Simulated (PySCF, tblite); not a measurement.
# C₆H₉FSSi: geometry, infrared bands and NMR shifts

Wanted: the infrared bands and NMR shifts of C₆H₉FSSi (`C#C[C@@H]1CSC[C@@H](F)[SiH2]1`), by calculation.

The runs use tblite 0.8.0 and PySCF 2.14.0, with density-fitted response routines of our own; the level of theory stands in each step. All values are computed, except where a source is named. Atoms are numbered from 0 throughout.

## (1) The starting structure

18 atoms, charge 0, multiplicity 1; geometry from: force field or distance geometry start.

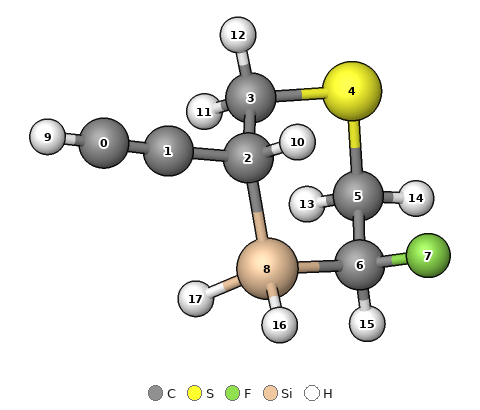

The starting geometry (carbon grey, sulfur yellow, fluorine green, silicon light orange, hydrogen white), atoms numbered; sticks join atoms by distance.

## (2) Optimising the geometry with GFN2-xTB

Job settings and geometry (Å):

```
{"job": {"kind": "relax", "xc": "GFN2-xTB", "basis": "xTB"}, "charge": 0, "multiplicity": 1}
C      3.416800    -0.649100    -1.000400
C      2.346500    -0.457300    -0.468700
C      1.062200    -0.250100     0.225500
C      0.192300    -1.512700     0.105800
S     -1.353500    -1.461600     1.105900
C     -2.246600    -0.116000     0.217900
C     -1.549100     1.250800     0.270200
F     -1.460800     1.655900     1.580500
Si     0.167100     1.287600    -0.465100
H      4.344200    -0.809700    -1.471000
H      1.255100    -0.049800     1.280600
H     -0.072100    -1.752800    -0.924700
H      0.757400    -2.379000     0.497100
H     -2.407400    -0.436400    -0.816300
H     -3.224300    -0.023900     0.705500
H     -2.180200     1.985500    -0.225900
H      0.894700     2.551100    -0.140500
H      0.049100     1.173900    -1.948200
```

The run is started by

```sh
> OMP_NUM_THREADS=1 python probes_run.py task.json out
```

The driver reads the jobs from task.json and runs them one after another.

**Question.** This job is followed by: GFN2-xTB harmonic vibrations, gas phase; GIAO PBE0/pcSseg-1 NMR shielding, non-relativistic, gas phase. What will the session give for the following? strongest single infrared mode (GFN2-xTB); zero-point energy (GFN2-xTB); ¹³C shifts against TMS (PBE0/pcSseg-1); ¹H shifts against TMS (PBE0/pcSseg-1); ³³S shifts against CS2 (PBE0/pcSseg-1); ¹⁹F shifts against CFCl3 (PBE0/pcSseg-1); ²⁹Si shifts against TMS (PBE0/pcSseg-1).

As calculated:

| quantity | value |
| --- | --- |
| strongest single infrared mode (GFN2-xTB) | 2327 cm⁻¹, 298 km/mol |
| zero-point energy (GFN2-xTB) | 80.1 kcal/mol |
| ¹³C shifts against TMS (PBE0/pcSseg-1) | 88.7, 84.7, 76.0, 43.4, 40.5, 16.2 ppm |
| ¹H shifts against TMS (PBE0/pcSseg-1) | 4.99, 4.32, 4.03, 3.22, 3.04, 2.83, 2.66, 2.50, 1.57 ppm |
| ³³S shifts against CS2 (PBE0/pcSseg-1) | -10 ppm |
| ¹⁹F shifts against CFCl3 (PBE0/pcSseg-1) | -240.2 ppm |
| ²⁹Si shifts against TMS (PBE0/pcSseg-1) | -42.5 ppm |

In words: The optimisation took 56 steps and gained 0.144 eV; among the close pairs (by a distance rule), C6–Si8 changed most, from 1.867 to 1.927 Å. All 48 modes are real, so the xTB geometry is a minimum. The strongest single mode, at 2327 cm⁻¹, moves mainly H16. Unscaled tight-binding wavenumbers are off by several per cent, some by more. Its intensities can rank the bands wrongly. H15 (hydrogen on an sp3 CH bonded to F and Si) lies farthest downfield among hydrogen, at 4.99 ppm; its carbon carries F, hence the downfield position. At PBE0/pcSseg-1: The widest tensor belongs to C1: span 305 ppm, with a paramagnetic part of -158 ppm.
